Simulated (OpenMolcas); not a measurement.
**Run report: AlO, single-point calculation**

- system: AlO (oxoaluminum), multiplicity 2, SMILES [O]=[Al]
- method: SVWN5/STO-3G, UKS (OpenMolcas 26.06)

The geometry comes from this level: GFN2-xTB.

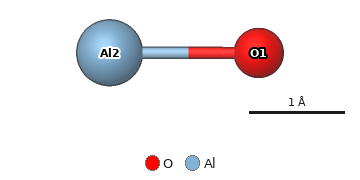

The input geometry (ball-and-stick view, seen on its broad side; atoms are numbered from 1 in the order of the input). Sticks mark near contacts.

**The input**
```
* AlO Kohn-Sham DFT
&GATEWAY
BASLIB=$CurrDir
COORD=mol.xyz
BASIS=STO-3G
GROUP=NoSym
&SEWARD
GRIDINPUT
Grid=UltraFine
End of Grid
&SCF
UHF
SPIN=2
KSDFT=SVWN5
THRESHOLDS=1e-10 1e-07 1e-07 1e-05
PRORBITALS=1 1
```

**File mol.xyz**
```
2

O      0.000000     0.000000     0.000000
Al     0.000000     0.000000     1.570050
```

Run on 1 thread of Arm Neoverse V1, 24 GiB of memory available, shared host.

Command:
```bash
export MOLCAS_MEM=1860
pymolcas run.inp > run.log
```

**What the program printed**
```
--- Start Module: gateway ---

                                              &GATEWAY

                       available to each process: 1.9 GB of memory, 1 thread

 Basis Set     1 Label: O.STO-3G
 Basis set is read from library:.
 basistype.tbl is not found

 Basis Set     2 Label: AL.STO-3G
 Basis set is read from library:.
 basistype.tbl is not found

++    Symmetry information:
      ---------------------

                    Character Table for C1

                             E
                    a        1  x, y, xy, Rz, z, xz, Ry, yz, Rx, I
--

++    Basis set information:
      ----------------------

      Basis set label: O.STO-3G.........

      Electronic valence basis set:
      ------------------
      Associated Effective Charge   8.000000 au
      Associated Actual Charge      8.000000 au
      Nuclear Model: Point charge

      Shell  nPrim  nBasis  Cartesian Spherical Contaminant
         s       6       2        X
         p       3       1        X

      Basis set label: AL.STO-3G.........

      Electronic valence basis set:
      ------------------
      Associated Effective Charge  13.000000 au
      Associated Actual Charge     13.000000 au
      Nuclear Model: Point charge

      Shell  nPrim  nBasis  Cartesian Spherical Contaminant
         s       9       3        X
         p       6       2        X
--

++    Molecular structure info:
      -------------------------

                    ************************************************
                    **** Cartesian Coordinates / bohr, angstrom ****
                    ************************************************

     Center  Label                x              y              z                     x              y              z
        1      O1               0.000000       0.000000       0.000000              0.000000       0.000000       0.000000
        2      AL2              0.000000       0.000000       2.966965              0.000000       0.000000       1.570050
--

            Nuclear Potential Energy             35.05266068 au

--- Stop Module: gateway /rc=_RC_ALL_IS_WELL_ ---

--- Start Module: seward ---

                                              &SEWARD

                       available to each process: 1.9 GB of memory, 1 thread

               SEWARD will generate:
                  Multipole Moment integrals up to order  2
                  Kinetic Energy integrals
                  Nuclear Attraction integrals (point charge)
                  One-Electron Hamiltonian integrals
                  Velocity integrals
                  Orbital angular momentum around (  0.0000   0.0000   1.8627 )
                  Velocity quadrupole around (  0.0000   0.0000   1.8627 )
                  Two-Electron Repulsion integrals

                   Integrals are discarded if absolute value <: 1.00E-14
                   Integral cutoff threshold is set to       <: 1.00E-16

            Nuclear Potential Energy             35.05266068 au

      Basis set specifications :
      Symmetry species         a
      Basis functions           14

--- Stop Module: seward /rc=_RC_ALL_IS_WELL_ ---

--- Start Module: scf ---

                                                &SCF

                       available to each process: 1.9 GB of memory, 1 thread

++    Input section:
      --------------

      Header of the integral files:

      Cartesian coordinates in angstrom:
      -----------------------------------------------------
      No.  Label        X            Y            Z
      -----------------------------------------------------
       1   O1         0.00000000   0.00000000   0.00000000
       2   AL2        0.00000000   0.00000000   1.57005000
      -----------------------------------------------------
      Nuclear repulsion energy =   35.05266068
--

++    Orbital specifications:
      -----------------------

      Symmetry species               1
                                     a
      Frozen orbitals                0
      Occupied orbitals alpha       11
      Occupied orbitals beta        10
      Secondary orbitals alpha       3
      Secondary orbitals beta        4
      Deleted orbitals               0
      Total number of orbitals      14
      Number of basis functions     14
--

      Molecular charge                           0.000

      Numerical integration parameters
      --------------------------------
      Radial quadrature type:                         MHL
      Size of radial grid:                            99
      Lebedev angular grid:                           41
      Angular grid pruned with the crowding factor:  1.00E+10
                                 and fading factor:  1.00E+01
      Screening threshold for integral computation:   1.00E-11
      Radial quadrature accuracy:                     1.00E-25
      Maximum batch size:                             128
      AO values are stored on disk
      The same grid will be used for all iterations.

      DFT functional specifications
      -----------------------------
      Using Libxc version: 6.2.2
      Please cite the following reference:
      S. Lehtola, C. Steigemann, M. J.T. Oliveira, and M. A.L. Marques.,  SoftwareX 7, 1–5 (2018) doi:10.1016/j.softx.2017.11.002

      * Slater exchange
        - P. A. M. Dirac.,  Math. Proc. Cambridge Philos. Soc. 26, 376 (1930) doi:10.1017/S0305004100016108
        - F. Bloch.,  Z. Phys. 57, 545 (1929) doi:10.1007/BF01340281
      * Vosko, Wilk & Nusair (VWN5)

++    Optimization specifications:
      ----------------------------

      SCF Algorithm: Conventional USCF
      D(i)-D(i-1) density differences are used
      Number of density matrices in core                 5
      Maximum number of NDDO SCF iterations            400
      Maximum number of HF SCF iterations              400
      Threshold for SCF energy change             1.00E-10
      Threshold for density matrix                1.00E-07
      Threshold for Fock matrix                   1.00E-07
      Threshold for linear dependence             1.00E-09
      Threshold at which DIIS is turned on        1.50E-01
      Maximum depth in the DIIS procedure                5
      Maximum depth in the BFGS Hessian update          30
      Threshold at which QNR/C2DIIS is turned on  7.50E-02
      Threshold for Norm(delta) (QNR/C2DIIS)      1.00E-05
      All orbitals punched on: UHFORB
--

      Input vectors read from INPORB
      Orbital file label: *Guess orbitals

++ Convergence information
                               UHF SVWN5      iterations: Energy and convergence statistics

Iter     Tot. SVWN5      One-elec.       Two-elec.     Energy      Max Dij or  Max Fij      DNorm      TNorm      AccCon     Time
         Energy          Energy          Energy        Change      Delta Norm                                                in Sec.
   1  -311.225799468  -539.267723247   192.989263102   0.00E+00    8.07E-01*   2.32E-01*    7.05E+00   6.88E+01   None         0.
   2  -304.980606821  -527.197625483   187.164357985   6.25E+00*   6.25E-01*   1.92E-01*    6.25E+00   6.87E+01   EDIIS        0.
   3  -311.019122164  -531.838288736   185.766505895  -6.04E+00*   1.45E-01*   9.62E-02*    3.63E+00   6.83E+01   EDIIS        0.
   4  -311.940988174  -535.580818300   188.587169449  -9.22E-01*   2.91E-01*   2.89E-02*    1.20E+00   6.84E+01   c2DIIS       0.
   5  -311.951923344  -534.685956148   187.681372127  -1.09E-02*   2.55E-02*   1.24E-02*    5.82E-01   6.84E+01   c2DIIS       0.
   6  -311.975571073  -535.102728346   188.074496596  -2.36E-02*   1.49E-01*   7.55E-03*    6.37E-02   6.84E+01   QNRc2DIIS    0.
   7  -311.970822066  -535.371421268   188.347938524   4.75E-03*   1.27E-01*   3.83E-02*    2.15E-01   6.84E+01   QNRc2DIIS    0.
   8  -311.975769911  -535.141259920   188.112829331  -4.95E-03*   3.30E-03*   4.27E-04*    1.83E-01   6.84E+01   QNRc2DIIS    0.
   9  -311.975770848  -535.140623173   188.112191648  -9.36E-07*   9.66E-04*   8.09E-05*    5.15E-03   6.84E+01   QNRc2DIIS    0.
  10  -311.975770900  -535.140190003   188.111758426  -5.21E-08*   9.94E-05*   2.03E-05*    1.36E-03   6.84E+01   QNRc2DIIS    0.
  11  -311.975770902  -535.140279785   188.111848205  -2.10E-09*   3.08E-05*   4.44E-06*    1.67E-04   6.84E+01   QNRc2DIIS    0.
  12  -311.975770902  -535.140289163   188.111857584  -1.04E-10*   3.50E-07    1.07E-07*    4.80E-05   6.84E+01   QNRc2DIIS    0.
  13  -311.975770902  -535.140290081   188.111858502   1.14E-13*   9.30E-08    2.64E-08     6.13E-07   6.84E+01   QNRc2DIIS    0.
  14  -311.975770902  -535.140290045   188.111858465   0.00E+00    3.56E-09    8.35E-10     1.53E-07   6.84E+01   QNRc2DIIS    0.

       Convergence after  14 Iterations
--

 *****************************************************************************************************************************
 *                                             SCF/KS-DFT Program, Final results                                             *
 *                                                       Final Results                                                       *
 *****************************************************************************************************************************

::    Total KS-DFT energy                            -311.9757709019
      One-electron energy                            -535.1402900446
      Two-electron energy                             188.1118584653
      Nuclear repulsion energy                         35.0526606774
      Kinetic energy (interpolated)                   309.1863013205
      Virial theorem                                    1.0090219702
      Total spin, S(S+1)                                0.7512148172
      Total spin, S                                     0.5006072242
      Max non-diagonal density matrix element           0.0000000015
      Max non-diagonal Fock matrix element              0.0000000005

      All orbitals with orbital energies smaller than  E(LUMO)+0.5 are printed

++    Molecular orbitals:
      -------------------

      Title: UKS-DFT orbitals (alpha)

      Molecular orbitals for symmetry species 1: a

          Orbital            1         2         3         4         5         6         7         8         9        10
          Energy          -54.3505  -18.1708   -3.6080   -2.1852   -2.1813   -2.1813   -0.6670   -0.1649   -0.0572   -0.0572
          Occ. No.          1.0000    1.0000    1.0000    1.0000    1.0000    1.0000    1.0000    1.0000    1.0000    1.0000

          Orbital           11        12        13        14
          Energy           -0.0433    0.1928    0.1928    0.4633
          Occ. No.          1.0000    0.0000    0.0000    0.0000

--

      All orbitals with orbital energies smaller than  E(LUMO)+0.5 are printed

++    Molecular orbitals:
      -------------------

      Title: UKS-DFT orbitals (beta)

      Molecular orbitals for symmetry species 1: a

          Orbital            1         2         3         4         5         6         7         8         9        10
          Energy          -54.3465  -18.1627   -3.6025   -2.1766   -2.1766   -2.1757   -0.6434   -0.1305   -0.0419   -0.0419
          Occ. No.          1.0000    1.0000    1.0000    1.0000    1.0000    1.0000    1.0000    1.0000    1.0000    1.0000

          Orbital           11        12        13        14
          Energy            0.0037    0.2118    0.2118    0.4904
          Occ. No.          0.0000    0.0000    0.0000    0.0000

--

++    Molecular charges:
      ------------------

      Mulliken charges per centre and basis function type
      ---------------------------------------------------

                            O1                      AL2
                     alpha        beta       alpha        beta
      1s           1.9627      1.9592      2.8942      2.6059
      2px          0.8046      0.8047      1.1954      1.1953
      2pz          0.8360      0.3891      1.3071      1.0458
      2py          0.8046      0.8047      1.1954      1.1953
      Total        4.4080      3.9578      6.5920      6.0422
      Total              8.3657                 12.6343

      Charge           -0.3657                  0.3657

      Total electronic charge=   21.000000

      Total            charge=   -0.000000
--

++    Molecular orbitals:
      -------------------

      Title: Natural orbitals

      Molecular orbitals for symmetry species 1: a

          Orbital            1         2         3         4         5         6         7         8         9        10
          Energy          -54.3485  -18.1667   -3.6050   -2.1791   -0.6419   -0.0900   -0.0864   -2.1385   -2.1421   -0.1624
          Occ. No.          2.0000    2.0000    2.0000    2.0000    2.0000    2.0000    2.0000    2.0000    2.0000    1.9994

          Orbital           11        12        13        14
          Energy           -0.0198    0.4767    0.2023    0.2023
          Occ. No.          1.0000    0.0006    0.0000    0.0000

--

++    Molecular properties:
      ---------------------

      Charge (e):
                      =   -0.0000
      Dipole Moment (debye):
      Origin of the operator (angstrom)=    0.0000    0.0000    0.9857
                   X= -8.9893E-16               Y=  2.3121E-15               Z=  2.3276E+00           Total=  2.3276E+00
      Quadrupole Moment (debye*angstrom):
      Origin of the operator (angstrom)=    0.0000    0.0000    0.9857
                  XX= -1.2230E+01              XY= -9.0950E-17              XZ=  1.9166E-16              YY= -1.2230E+01
                  YZ=  1.5368E-15              ZZ= -1.4187E+01
      In traceless form (debye*angstrom)
                  XX=  9.7857E-01              XY= -1.3643E-16              XZ=  2.8749E-16              YY=  9.7857E-01
                  YZ=  2.3052E-15              ZZ= -1.9571E+00
--

--- Stop Module: scf /rc=_RC_ALL_IS_WELL_ ---
--- Module scf spent 2 seconds ---

.##################.
.# Happy landing! #.
.##################.

    Timing: Wall=2.95 User=2.30 System=0.65
```

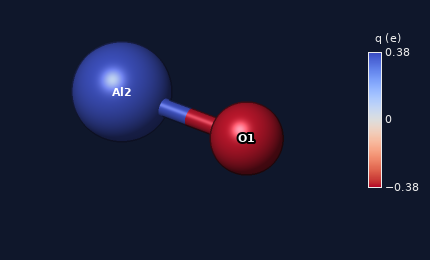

Mulliken charges, as the colour of each atom (ball-and-stick view, seen at a tilt; atoms are numbered from 1 in the order of the input). By element: O −0.37 and Al +0.37 e.

**Results in brief**

```csv
quantity,value
outcome,converged
total energy,−311.975771 hartree
basis functions,14
⟨S²⟩,0.751
dipole moment,2.33 debye
wall time,3.3 s
peak memory,0.37 GiB
```
